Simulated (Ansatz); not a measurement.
# Cl₂GaHO + H₂: a complex and its separated parts

Aim: how far the complex at one end of a reaction step lies below its separated, relaxed parts, level by level.

Computed with Ansatz 0.2.0, Gaussian basis. Level: PBE0-D4/def2-TZVP structures, single points in def2-TZVPP, no counterpoise correction.

Levels: SPW92, PBE-D4, BLYP-D4, r2SCAN-D4, B97M-V, PBE0-D4, B3LYP-D4, r2SCAN0-D4, BHLYP-D4, CAM-B3LYP-D4, wB97X-V, wB97M-V, B2PLYP, PBE-QIDH, RPA on PBE, Hartree-Fock, MP2, CCSD, CCSD(T).

Cores are frozen in the correlated methods. Filled d shells of the heavier atoms are correlated. B3LYP uses VWN-RPA correlation. B2PLYP carries no dispersion term here.

94 further runs of the same task are left out: 94 set aside as unsound or not needed. Runs told in other sessions of the task aren't counted.

## 1. The starting structure

The complex: 7 atoms, charge 0, spin multiplicity 1.

Atoms are counted from 1 here; the program's logs count them from 0.

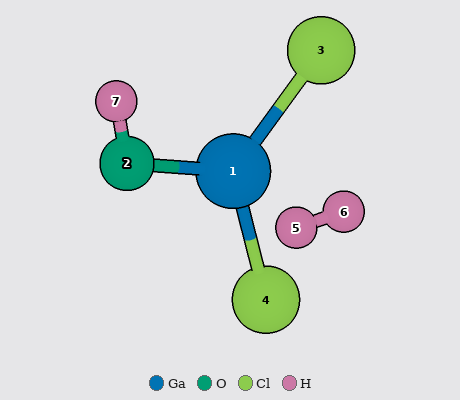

The starting geometry (gallium blue, oxygen teal, chlorine green, hydrogen pink); atoms are numbered from 1 in the order of the file.

Coordinates:

```xyz
7
charge 0, multiplicity 1
Ga   -0.3406    0.6654   -0.2330
O     1.4049    0.7265   -0.5030
Cl   -1.6225   -0.3031   -1.6265
Cl   -1.1511    1.7063    1.4165
H     0.3709   -1.4183    1.1812
H    -0.3352   -1.6474    1.0698
H     1.6735    0.2706   -1.3050
```

Its parts: Cl₂GaHO holds atoms 1, 2, 3, 4, 7; H₂ holds atoms 5, 6. Each part counts its atoms afresh in its own runs.

## 2. Relaxing Cl₂GaHO alone

Contents of relax-a/in.yaml:

```yaml
crystal:
  periodic: [false, false, false]
  atoms:
    - {symbol: Ga, position_ang: [-0.340562, 0.665357, -0.232971]}
    - {symbol: O, position_ang: [1.404893, 0.726476, -0.502982]}
    - {symbol: Cl, position_ang: [-1.622521, -0.303059, -1.626506]}
    - {symbol: Cl, position_ang: [-1.151100, 1.706341, 1.416503]}
    - {symbol: H, position_ang: [1.673542, 0.270570, -1.304962]}
basis:
  gaussian: {orbitals: def2-TZVP}
hamiltonian: {xc: pbe0, dispersion: d4}
relax: {f_tol: 0.005, max_steps: 200}
```

Launch:

```
$ ansatz run in.yaml --threads 4 --pin off --events-out ev --progress --plain --max-ram 9574MiB
```

What it wrote, cut to the lines that bear on the results:

```text
Functional definition: PBE0
  name "PBE0"
  cite "Adamo & Barone, J. Chem. Phys. 110, 6158 (1999) doi:10.1063/1.478522"
  cite "Perdew, Burke & Ernzerhof, Phys. Rev. Lett. 77, 3865 (1996) doi:10.1103/PhysRevLett.77.3865"
  parent pbe
[...]
1144 factors; their error is unknown
[...]
mean field -79475.00103845 eV, -2920.6524180726 hartree, gradient 5.0e-5 eV, S^2 0.000000; 0 other end points of the search recorded, 0 dependent functions left out
[...]
reference -79475.00106560 eV, -2920.6524190704 hartree; 37, 37 occupied and 122, 122 virtual orbitals, 1144 factors
[...]
reference -79475.00567240 eV, -2920.6525883670 hartree; 37, 37 occupied and 122, 122 virtual orbitals, 1144 factors
Total energy: -79475.12207420 eV, -2920.6568660541 hartree
Atom 0 at    -0.345676     0.701169    -0.255424 Å, force    -0.000296     0.000285     0.000450 eV/Å
Atom 1 at     1.400833     0.730059    -0.505438 Å, force     0.000862    -0.000532    -0.001162 eV/Å
Atom 2 at    -1.617879    -0.311149    -1.621284 Å, force     0.000244     0.000328     0.000455 eV/Å
Atom 3 at    -1.147004     1.691114     1.425853 Å, force    -0.000601    -0.000279    -0.000264 eV/Å
Atom 4 at     1.673979     0.254491    -1.294625 Å, force    -0.000209     0.000198     0.000522 eV/Å
Dipole moment:     0.138373    -0.135052    -0.234384 e Å
```

Run time: 17 s. Hardware: 4 threads of Arm Neoverse V2, shared host.

Along the way:

```csv
step,energy from step 1 (eV),largest force component (eV/Å)
1,0.0000,0.1464
2,-0.0026,0.0883
3,-0.0040,0.0615
4,-0.0044,0.0689
5,-0.0047,0.0057
6,-0.0047,0.0012
```

Distances of close pairs at the start and the end, largest changes first:

```csv
bond,before (Å),after (Å),change (Å)
Ga1–Cl3,2.127,2.123,-0.003
Ga1–Cl4,2.112,2.109,-0.003
Ga1–O2,1.767,1.765,-0.003
O2–H5,0.961,0.961,+0.000
```

## 3. Relaxing H₂ alone

Contents of relax-b/in.yaml:

```yaml
crystal:
  periodic: [false, false, false]
  atoms:
    - {symbol: H, position_ang: [0.370856, -1.418329, 1.181242]}
    - {symbol: H, position_ang: [-0.335208, -1.647354, 1.069779]}
basis:
  gaussian: {orbitals: def2-TZVP}
hamiltonian: {xc: pbe0, dispersion: d4}
relax: {f_tol: 0.005, max_steps: 200}
```

Launch:

```
$ ansatz run in.yaml --threads 4 --pin off --events-out ev --progress --plain --max-ram 9574MiB
```

What it wrote, cut to the lines that bear on the results:

```text
[... 5 set-up lines as earlier in the session ...]
[...]
88 factors; their error is unknown
[...]
mean field -31.78829136 eV, -1.1681981606 hartree, gradient 1.7e-5 eV, S^2 0.000000; 0 other end points of the search recorded, 0 dependent functions left out
[...]
reference -31.78866849 eV, -1.1682120199 hartree; 1, 1 occupied and 11, 11 virtual orbitals, 88 factors
Total energy: -31.79027506 eV, -1.1682710601 hartree
Atom 0 at     0.368783    -1.419002     1.180915 Å, force    -0.002595    -0.000842    -0.000410 eV/Å
Atom 1 at    -0.333135    -1.646681     1.070106 Å, force     0.002595     0.000842     0.000410 eV/Å
Dipole moment:     0.000000     0.000000     0.000000 e Å
```

It took 0.15 s on 4 threads of Arm Neoverse V2, shared host.

The steps of the relaxation:

```csv
step,energy from step 1 (eV),largest force component (eV/Å)
1,0.0000,0.1502
2,-0.0004,0.0026
```

The bond:

```csv
bond,before (Å),after (Å),change (Å)
H1–H2,0.751,0.746,-0.004
```

## 4. SPW92/def2-TZVPP

Contents of parta/in.yaml:

```yaml
crystal:
  periodic: [false, false, false]
  atoms:
    - {symbol: Ga, position_ang: [-0.345676, 0.701169, -0.255424]}
    - {symbol: O, position_ang: [1.400833, 0.730059, -0.505438]}
    - {symbol: Cl, position_ang: [-1.617879, -0.311149, -1.621284]}
    - {symbol: Cl, position_ang: [-1.147004, 1.691114, 1.425853]}
    - {symbol: H, position_ang: [1.673979, 0.254491, -1.294625]}
basis:
  gaussian: {orbitals: def2-TZVPP}
hamiltonian: {xc: lda}
```

Contents of partb/in.yaml:

```yaml
crystal:
  periodic: [false, false, false]
  atoms:
    - {symbol: H, position_ang: [0.368783, -1.419002, 1.180915]}
    - {symbol: H, position_ang: [-0.333135, -1.646681, 1.070106]}
basis:
  gaussian: {orbitals: def2-TZVPP}
hamiltonian: {xc: lda}
```

Each run has its own folder and the same command.

Launch:

```
$ ansatz run in.yaml --threads 4 --pin off --events-out ev --progress --plain --max-ram 9574MiB
```

Output in parta, cut to the lines that bear on the results:

```text
Functional definition: SPW92
  name "SPW92"
  cite "Dirac, Proc. Camb. Phil. Soc. 26, 376 (1930) doi:10.1017/S0305004100016108"
  cite "Slater, Phys. Rev. 81, 385 (1951) doi:10.1103/PhysRev.81.385"
  cite "Perdew & Wang, Phys. Rev. B 45, 13244 (1992) doi:10.1103/PhysRevB.45.13244"
[...]
1166 factors; their error is unknown
[...]
mean field -79314.47833308 eV, -2914.7533174563 hartree, gradient 1.8e-5 eV, S^2 0.000000; 0 other end points of the search recorded, 0 dependent functions left out
reference -79314.47836744 eV, -2914.7533187191 hartree; 37, 37 occupied and 140, 140 virtual orbitals, 1166 factors
Total energy: -79314.47836744 eV, -2914.7533187191 hartree
```

partb printed, cut to the lines that bear on the results:

```text
[... 5 set-up lines as earlier in the session ...]
[...]
118 factors; their error is unknown
[...]
mean field -30.93531693 eV, -1.1368519285 hartree, gradient 4.4e-5 eV, S^2 0.000000; 0 other end points of the search recorded, 0 dependent functions left out
reference -30.93533761 eV, -1.1368526884 hartree; 1, 1 occupied and 27, 27 virtual orbitals, 118 factors
Total energy: -30.93533761 eV, -1.1368526884 hartree
```

Wall times: 0.8 s (parta), 0.05 s (partb) on 4 threads of Arm Neoverse V2, shared host.

## 5. PBE-D4/def2-TZVPP

Each input of step 4 (parta, partb) changes in the same lines:

```diff
-hamiltonian: {xc: lda}
+hamiltonian: {xc: pbe, dispersion: d4}
```

Each run has its own folder and the same command.

Launch:

```
$ ansatz run in.yaml --threads 4 --pin off --events-out ev --progress --plain --max-ram 9574MiB
```

Output in parta, cut to the lines that bear on the results:

```text
Functional definition: PBE
  name "PBE"
[... 2 set-up lines as earlier in the session ...]
[...]
1166 factors; their error is unknown
[...]
mean field -79471.99298281 eV, -2920.5418740666 hartree, gradient 1.4e-5 eV, S^2 0.000000; 0 other end points of the search recorded, 0 dependent functions left out
reference -79471.99301961 eV, -2920.5418754191 hartree; 37, 37 occupied and 140, 140 virtual orbitals, 1166 factors
Total energy: -79472.12845296 eV, -2920.5468525030 hartree
```

Output in partb, cut to the lines that bear on the results:

```text
[... 4 set-up lines as earlier in the session ...]
[...]
118 factors; their error is unknown
[...]
mean field -31.73222692 eV, -1.1661378303 hartree, gradient 3.1e-5 eV, S^2 0.000000; 0 other end points of the search recorded, 0 dependent functions left out
reference -31.73224859 eV, -1.1661386269 hartree; 1, 1 occupied and 27, 27 virtual orbitals, 118 factors
Total energy: -31.73426783 eV, -1.1662128325 hartree
```

Times: 1.4 s (parta), 0.1 s (partb) on 4 threads of Arm Neoverse V2, shared host.

## 6. BLYP-D4/def2-TZVPP

The same edit goes into each in.yaml of step 5 (parta, partb):

```diff
-hamiltonian: {xc: pbe, dispersion: d4}
+hamiltonian: {xc: {name: BLYP}, dispersion: d4}
```

The same command starts each run, in its folder.

Launch:

```
$ ansatz run in.yaml --threads 4 --pin off --events-out ev --progress --plain --max-ram 9574MiB
```

Output in parta, cut to the lines that bear on the results:

```text
Functional definition: BLYP
  name "BLYP"
  cite "Becke, Phys. Rev. A 38, 3098 (1988) doi:10.1103/PhysRevA.38.3098"
  cite "Lee, Yang & Parr, Phys. Rev. B 37, 785 (1988) doi:10.1103/PhysRevB.37.785"
[...]
1166 factors; their error is unknown
[...]
mean field -79493.71296122 eV, -2921.3400685510 hartree, gradient 5.2e-5 eV, S^2 0.000000; 0 other end points of the search recorded, 0 dependent functions left out
reference -79493.71329169 eV, -2921.3400806953 hartree; 37, 37 occupied and 140, 140 virtual orbitals, 1166 factors
Total energy: -79493.99842540 eV, -2921.3505591662 hartree
```

Output in partb, cut to the lines that bear on the results:

```text
[... 4 set-up lines as earlier in the session ...]
[...]
118 factors; their error is unknown
[...]
mean field -31.82604717 eV, -1.1695856611 hartree, gradient 8.3e-5 eV, S^2 0.000000; 0 other end points of the search recorded, 0 dependent functions left out
reference -31.82623960 eV, -1.1695927326 hartree; 1, 1 occupied and 27, 27 virtual orbitals, 118 factors
Total energy: -31.83113752 eV, -1.1697727281 hartree
```

They took 1.3 s (parta), 0.1 s (partb) on 4 threads of Arm Neoverse V2, shared host.

## 7. r2SCAN-D4/def2-TZVPP

The same edit goes into each in.yaml of step 6 (parta, partb):

```diff
-hamiltonian: {xc: {name: BLYP}, dispersion: d4}
+hamiltonian: {xc: r2scan, dispersion: d4}
```

The same command starts each run, in its folder.

Launch:

```
$ ansatz run in.yaml --threads 4 --pin off --events-out ev --progress --plain --max-ram 9574MiB
```

Log of parta, cut to the lines that bear on the results:

```text
Functional definition: r2SCAN
  name "r2SCAN"
  cite "Furness, Kaplan, Ning, Perdew & Sun, J. Phys. Chem. Lett. 11, 8208 (2020) doi:10.1021/acs.jpclett.0c02405"
  cite "Furness, Kaplan, Ning, Perdew & Sun, J. Phys. Chem. Lett. 11, 9248 (2020) doi:10.1021/acs.jpclett.0c03077"
  parent r2scan
[...]
1166 factors; their error is unknown
[...]
mean field -79489.48670962 eV, -2921.1847566694 hartree, gradient 4.3e-5 eV, S^2 0.000000; 0 other end points of the search recorded, 0 dependent functions left out
reference -79489.48671948 eV, -2921.1847570315 hartree; 37, 37 occupied and 140, 140 virtual orbitals, 1166 factors
Total energy: -79489.51704570 eV, -2921.1858714995 hartree
```

Output in partb, cut to the lines that bear on the results:

```text
[... 5 set-up lines as earlier in the session ...]
[...]
118 factors; their error is unknown
[...]
mean field -31.87204560 eV, -1.1712760722 hartree, gradient 4.1e-5 eV, S^2 0.000000; 0 other end points of the search recorded, 0 dependent functions left out
reference -31.87205222 eV, -1.1712763154 hartree; 1, 1 occupied and 27, 27 virtual orbitals, 118 factors
Total energy: -31.87255361 eV, -1.1712947410 hartree
```

They took 3.2 s (parta), 0.3 s (partb) on 4 threads of Arm Neoverse V2, shared host.

## 8. B97M-V/def2-TZVPP

Each input of step 7 (parta, partb) changes in the same lines:

```diff
-hamiltonian: {xc: r2scan, dispersion: d4}
+hamiltonian: {xc: {name: B97M-V}}
```

One command serves all of them, each in its own folder.

Launch:

```
$ ansatz run in.yaml --threads 4 --pin off --events-out ev --progress --plain --max-ram 9574MiB
```

Log of parta, cut to the lines that bear on the results:

```text
Functional definition: B97M-V
  name "B97M-V"
  cite "Mardirossian & Head-Gordon, J. Chem. Phys. 142, 074111 (2015) doi:10.1063/1.4907719"
  cite "Becke, J. Chem. Phys. 107, 8554 (1997) doi:10.1063/1.475007"
  cite "Vydrov & Van Voorhis, J. Chem. Phys. 133, 244103 (2010) doi:10.1063/1.3521275"
  # Of w^i u^j: cxij and so on, Table III.
[...]
  gx(w, u) = cx00 + cx01*u + cx02*u^2 + (cx10 + cx11*u)*w
[...]
  gos(w, u) = cos00 + cos01*u + cos03*u^3 + cos10*w + cos32*w^3*u^2
[...]
      + integral(e_c_pw_mod_opposite_spin*gos(b97_w_opposite, b97_u_opposite)) + vv10(b, c)
1166 factors; their error is unknown
[...]
mean field -79475.13745687 eV, -2920.6574313568 hartree, gradient 6.1e-5 eV, S^2 0.000000; 0 other end points of the search recorded, 0 dependent functions left out
reference -79475.13750733 eV, -2920.6574332115 hartree; 37, 37 occupied and 140, 140 virtual orbitals, 1166 factors
Total energy: -79475.13750733 eV, -2920.6574332115 hartree
```

partb printed, cut to the lines that bear on the results:

```text
[... 5 set-up lines as earlier in the session ...]
  # Of w^i u^j: cxij and so on, Table III.
[...]
  gx(w, u) = cx00 + cx01*u + cx02*u^2 + (cx10 + cx11*u)*w
  gss(w, u) = css00 + css02*u^2 + css10*w + (css32*w^3 + css42*w^4)*u^2
  gos(w, u) = cos00 + cos01*u + cos03*u^3 + cos10*w + cos32*w^3*u^2
[...]
      + integral(e_c_pw_mod_opposite_spin*gos(b97_w_opposite, b97_u_opposite)) + vv10(b, c)
118 factors; their error is unknown
[...]
mean field -31.90527808 eV, -1.1724973433 hartree, gradient 8.2e-6 eV, S^2 0.000000; 0 other end points of the search recorded, 0 dependent functions left out
reference -31.90530776 eV, -1.1724984341 hartree; 1, 1 occupied and 27, 27 virtual orbitals, 118 factors
Total energy: -31.90530776 eV, -1.1724984341 hartree
```

They took 6 s (parta), 0.15 s (partb) on 4 threads of Arm Neoverse V2, shared host.

## 9. PBE0-D4/def2-TZVPP

Each input of step 8 (parta, partb) changes in the same lines:

```diff
-hamiltonian: {xc: {name: B97M-V}}
+hamiltonian: {xc: pbe0, dispersion: d4}
+output: {orbitals: {seedname: orbitals}}
```

Each run has its own folder and the same command.

Launch:

```
$ ansatz run in.yaml --threads 4 --pin off --events-out ev --progress --plain --max-ram 9574MiB
```

Output in parta, cut to the lines that bear on the results:

```text
[... 5 set-up lines as earlier in the session ...]
[...]
1273 factors; their error is unknown
[...]
mean field -79475.05070823 eV, -2920.6542434033 hartree, gradient 5.0e-5 eV, S^2 0.000000; 0 other end points of the search recorded, 0 dependent functions left out
reference -79475.05073559 eV, -2920.6542444086 hartree; 37, 37 occupied and 140, 140 virtual orbitals, 1273 factors
Total energy: -79475.16713737 eV, -2920.6585220952 hartree
```

Log of partb, cut to the lines that bear on the results:

```text
[... 5 set-up lines as earlier in the session ...]
[...]
118 factors; their error is unknown
[...]
mean field -31.79610665 eV, -1.1684853671 hartree, gradient 5.5e-5 eV, S^2 0.000000; 0 other end points of the search recorded, 0 dependent functions left out
reference -31.79612264 eV, -1.1684859548 hartree; 1, 1 occupied and 27, 27 virtual orbitals, 118 factors
Total energy: -31.79772920 eV, -1.1685449949 hartree
```

Times: 2.2 s (parta), 0.1 s (partb) on 4 threads of Arm Neoverse V2, shared host.

## 10. B3LYP-D4/def2-TZVPP

Each input of step 9 (parta, partb) changes in the same lines:

```diff
-hamiltonian: {xc: pbe0, dispersion: d4}
-output: {orbitals: {seedname: orbitals}}
+hamiltonian: {xc: {name: B3LYP}, dispersion: d4}
```

The same command starts each run, in its folder.

Launch:

```
$ ansatz run in.yaml --threads 4 --pin off --events-out ev --progress --plain --max-ram 9574MiB
```

Output in parta, cut to the lines that bear on the results:

```text
Functional definition: B3LYP
  name "B3LYP"
  cite "Stephens, Devlin, Chabalowski & Frisch, J. Phys. Chem. 98, 11623 (1994) doi:10.1021/j100096a001"
[... 2 set-up lines as earlier in the session ...]
  cite "Vosko, Wilk & Nusair, Can. J. Phys. 58, 1200 (1980) doi:10.1139/p80-159"
[...]
1239 factors; their error is unknown
[...]
mean field -79494.40066498 eV, -2921.3653411980 hartree, gradient 3.7e-5 eV, S^2 0.000000; 0 other end points of the search recorded, 0 dependent functions left out
reference -79494.40091212 eV, -2921.3653502801 hartree; 37, 37 occupied and 140, 140 virtual orbitals, 1239 factors
Total energy: -79494.62346637 eV, -2921.3735289982 hartree
```

partb printed, cut to the lines that bear on the results:

```text
[... 6 set-up lines as earlier in the session ...]
[...]
118 factors; their error is unknown
[...]
mean field -32.10922406 eV, -1.1799922199 hartree, gradient 4.6e-5 eV, S^2 0.000000; 0 other end points of the search recorded, 0 dependent functions left out
reference -32.10936617 eV, -1.1799974421 hartree; 1, 1 occupied and 27, 27 virtual orbitals, 118 factors
Total energy: -32.11251727 eV, -1.1801132432 hartree
```

Wall times: 2 s (parta), 0.1 s (partb) on 4 threads of Arm Neoverse V2, shared host.

## 11. r2SCAN0-D4/def2-TZVPP

The same edit goes into each in.yaml of step 10 (parta, partb):

```diff
-hamiltonian: {xc: {name: B3LYP}, dispersion: d4}
+hamiltonian: {xc: {name: r2SCAN0}, dispersion: d4}
```

The same command starts each run, in its folder.

Launch:

```
$ ansatz run in.yaml --threads 4 --pin off --events-out ev --progress --plain --max-ram 9574MiB
```

parta printed, cut to the lines that bear on the results:

```text
Functional definition: r2SCAN0
  name "r2SCAN0"
  cite "Bursch, Neugebauer, Ehlert & Grimme, J. Chem. Phys. 156, 134105 (2022) doi:10.1063/5.0086040"
[... 3 set-up lines as earlier in the session ...]
[...]
1273 factors; their error is unknown
[...]
mean field -79488.27075071 eV, -2921.1400710035 hartree, gradient 9.7e-6 eV, S^2 0.000000; 0 other end points of the search recorded, 0 dependent functions left out
reference -79488.27075852 eV, -2921.1400712906 hartree; 37, 37 occupied and 140, 140 virtual orbitals, 1273 factors
Total energy: -79488.30850117 eV, -2921.1414583074 hartree
```

Output in partb, cut to the lines that bear on the results:

```text
[... 6 set-up lines as earlier in the session ...]
[...]
118 factors; their error is unknown
[...]
mean field -31.85186113 eV, -1.1705343066 hartree, gradient 1.4e-5 eV, S^2 0.000000; 0 other end points of the search recorded, 0 dependent functions left out
reference -31.85186626 eV, -1.1705344949 hartree; 1, 1 occupied and 27, 27 virtual orbitals, 118 factors
Total energy: -31.85240763 eV, -1.1705543902 hartree
```

Times: 3.7 s (parta), 0.3 s (partb) on 4 threads of Arm Neoverse V2, shared host.

## 12. BHLYP-D4/def2-TZVPP

Each input of step 11 (parta, partb) changes in the same lines:

```diff
-hamiltonian: {xc: {name: r2SCAN0}, dispersion: d4}
+hamiltonian: {xc: {name: BHLYP}, dispersion: d4}
```

The same command starts each run, in its folder.

Launch:

```
$ ansatz run in.yaml --threads 4 --pin off --events-out ev --progress --plain --max-ram 9574MiB
```

parta printed, cut to the lines that bear on the results:

```text
Functional definition: BHLYP
  name "BHLYP"
  cite "Becke, J. Chem. Phys. 98, 1372 (1993) doi:10.1063/1.464304"
[... 2 set-up lines as earlier in the session ...]
[...]
1377 factors; their error is unknown
[...]
mean field -79490.65589530 eV, -2921.2277234504 hartree, gradient 4.3e-5 eV, S^2 0.000000; 0 other end points of the search recorded, 0 dependent functions left out
reference -79490.65606299 eV, -2921.2277296130 hartree; 37, 37 occupied and 140, 140 virtual orbitals, 1377 factors
Total energy: -79490.85987682 eV, -2921.2352196333 hartree
```

partb printed, cut to the lines that bear on the results:

```text
[... 5 set-up lines as earlier in the session ...]
[...]
118 factors; their error is unknown
[...]
mean field -31.83804391 eV, -1.1700265332 hartree, gradient 5.6e-5 eV, S^2 0.000000; 0 other end points of the search recorded, 0 dependent functions left out
reference -31.83813948 eV, -1.1700300451 hartree; 1, 1 occupied and 27, 27 virtual orbitals, 118 factors
Total energy: -31.83988308 eV, -1.1700941213 hartree
```

They took 2.1 s (parta), 0.1 s (partb) on 4 threads of Arm Neoverse V2, shared host.

## 13. CAM-B3LYP-D4/def2-TZVPP

Each input of step 12 (parta, partb) changes in the same lines:

```diff
-hamiltonian: {xc: {name: BHLYP}, dispersion: d4}
+hamiltonian: {xc: {name: CAM-B3LYP}, dispersion: d4}
```

One command serves all of them, each in its own folder.

Launch:

```
$ ansatz run in.yaml --threads 4 --pin off --events-out ev --progress --plain --max-ram 9574MiB
```

parta printed, cut to the lines that bear on the results:

```text
Functional definition: CAM-B3LYP
  name "CAM-B3LYP"
  cite "Yanai, Tew & Handy, Chem. Phys. Lett. 393, 51 (2004) doi:10.1016/j.cplett.2004.06.011"
  cite "Iikura, Tsuneda, Yanai & Hirao, J. Chem. Phys. 115, 3540 (2001) doi:10.1063/1.1383587"
[... 2 set-up lines as earlier in the session ...]
[...]
1239 factors; their error is unknown
224 factors; integrals over basis functions are off by at most 1.1e-5 eV
[...]
mean field -79495.68380417 eV, -2921.4124956935 hartree, gradient 3.3e-5 eV, S^2 0.000000; 0 other end points of the search recorded, 0 dependent functions left out
reference -79495.68392476 eV, -2921.4125001252 hartree; 37, 37 occupied and 140, 140 virtual orbitals, 1239 factors
Total energy: -79495.80592601 eV, -2921.4169835884 hartree
```

Log of partb, cut to the lines that bear on the results:

```text
[... 6 set-up lines as earlier in the session ...]
[...]
  # Exact exchange under (alpha + beta erf(omega r))/r, Becke's under what is left of 1/r.
[...]
118 factors; their error is unknown
42 factors; integrals over basis functions are off by at most 6.3e-5 eV
[...]
mean field -31.88030336 eV, -1.1715795393 hartree, gradient 6.4e-5 eV, S^2 0.000000; 0 other end points of the search recorded, 0 dependent functions left out
reference -31.88037330 eV, -1.1715821095 hartree; 1, 1 occupied and 27, 27 virtual orbitals, 118 factors
Total energy: -31.88188671 eV, -1.1716377263 hartree
```

They took 2.2 s (parta), 0.1 s (partb) on 4 threads of Arm Neoverse V2, shared host.

(Part 1 of 2 ends here.)
